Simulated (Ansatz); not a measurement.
# Mo$_{3}$O$_{9}$ (charge −1, doublet): what the fields show

Input

```
crystal:
  periodic: [false, false, false]
  atoms:
    - {symbol: Mo, position_ang: [-0.429493, 1.418640, -1.307497]}
    - {symbol: Mo, position_ang: [-1.285151, 0.744484, 1.304816]}
    - {symbol: Mo, position_ang: [1.428725, -1.269016, 0.140295]}
    - {symbol: O, position_ang: [1.193793, -2.710442, -1.113742]}
    - {symbol: O, position_ang: [-2.832421, 0.033048, 1.110436]}
    - {symbol: O, position_ang: [3.016086, -1.095292, 0.707545]}
    - {symbol: O, position_ang: [0.189031, -0.396490, 1.371090]}
    - {symbol: O, position_ang: [0.746202, -3.065823, 0.248139]}
    - {symbol: O, position_ang: [-1.694755, 0.921547, -2.351654]}
    - {symbol: O, position_ang: [-1.272116, 2.105834, 2.347442]}
    - {symbol: O, position_ang: [-0.039755, 3.084260, -1.429214]}
    - {symbol: O, position_ang: [0.979854, 0.229250, -1.027646]}
basis:
  gaussian: {orbitals: def2-SVP, initial_orbitals: start.molden}
total_charge: -1
magnetization: {spin_polarized: true, initial_magnetization: 1}
hamiltonian: {xc: pbe0, dispersion: d4}
scf: {omitted_lower_state_checks: [starts]}
output: {forces: true, orbitals: {seedname: orbitals}}
```

Launched as:

```sh
ansatz run in.yaml --threads 4 --pin off --events-out ev --progress --plain --max-ram 6963MiB
```

Geometry: PBE-D4/def2-SVP; core potentials replace the inner electrons of Mo; not at a stationary point (largest force 1.8 eV/Å).

Theory: Ansatz 0.2.0, UKS PBE0-D4/def2-SVP.

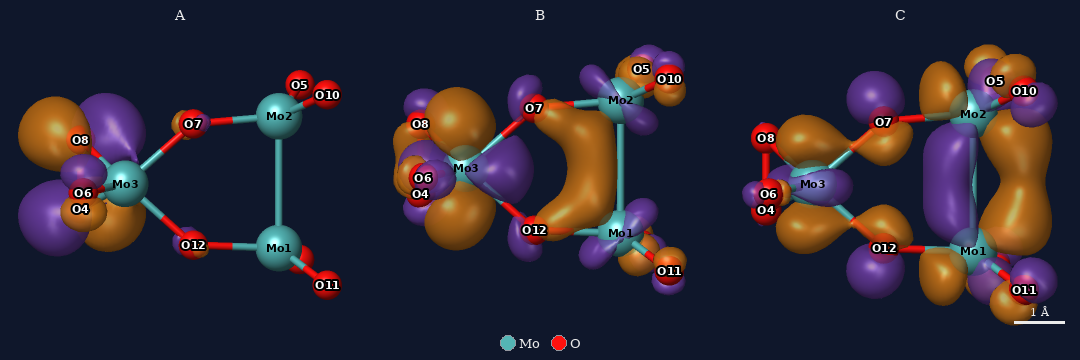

Figure 1. Three frontier orbitals at ±0.1 Å⁻³ᐟ² (orange and purple are the two phases), in no order.

> Which picture is the HOMO−1, the HOMO and the LUMO? All are α orbitals.

A is the HOMO−1 (α) (−4.10 eV). Its weight (Hirshfeld) is mainly on O4 (about 45 %) and O8 (about 45 %); π-antibonding (π*) across O4–O8. B is the HOMO (α) (−3.13 eV). By Hirshfeld shares it lies mainly on Mo3 (about 55 %), Mo1 (about 10 %) and Mo2 (about 10 %). C is the LUMO (α) (−0.45 eV). It lies mainly on Mo1 (about 25 %), Mo2 (about 25 %), Mo3 (about 15 %), O7 (about 10 %) and O12 (about 10 %).

> What is the gap between the highest occupied and lowest empty α orbitals?

2.68 eV between the orbital energies.

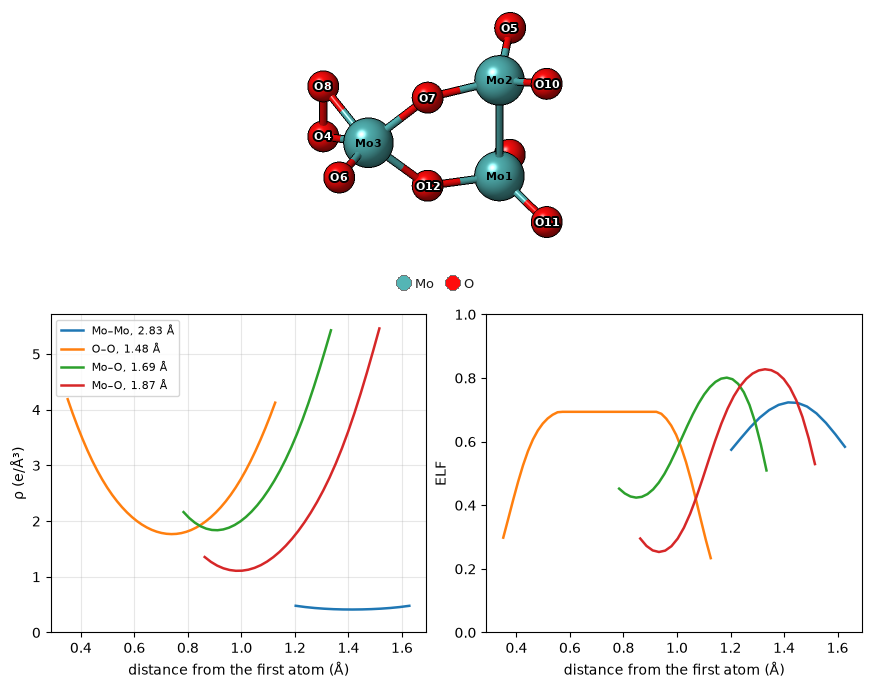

Figure 2. Electron density and electron localisation function along straight lines between neighbouring atoms. The curves leave out the atomic cores. The structure is drawn too.

> What can be read from the curves?

Mo–Mo (2.83 Å): the density is about 0.41 e/Å³ at the midpoint; the ELF peaks at about 0.70 between the atoms.
O–O (1.48 Å): the density is about 1.8 e/Å³ at the midpoint; the ELF peaks at about 0.70 between the atoms.
Mo–O (1.69 Å): ρ is about 1.9 e/Å³ halfway; the ELF peaks at about 0.80 in the valence shell of O, 0.5 Å from its nucleus, and drops to about 0.40 between the two atoms.
Mo–O (1.87 Å): ρ at the midpoint is about 1.2 e/Å³; the ELF peaks at about 0.85 in the valence shell of O, 0.5 Å from its nucleus, and drops to about 0.25 between the two atoms.

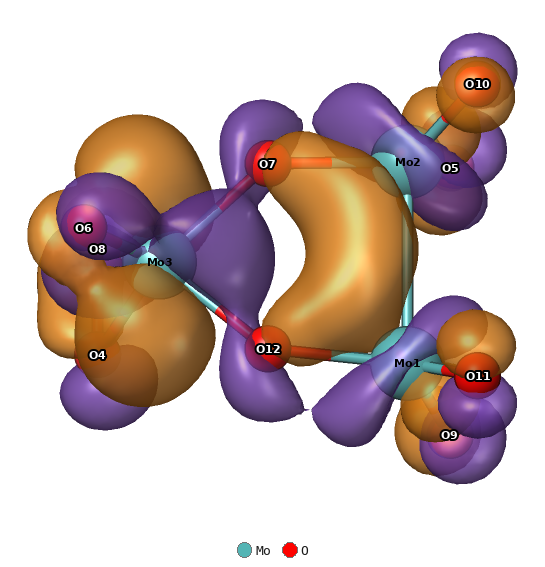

Figure 3. One frontier orbital at ±0.06 Å⁻³ᐟ² (orange and purple are the two phases), seen at a tilt.

> Which orbital is it: HOMO (α) or LUMO (α)?

The HOMO (α), at −3.13 eV. Its weight (Hirshfeld) is mainly on Mo3 (about 55 %), Mo1 (about 10 %) and Mo2 (about 10 %).
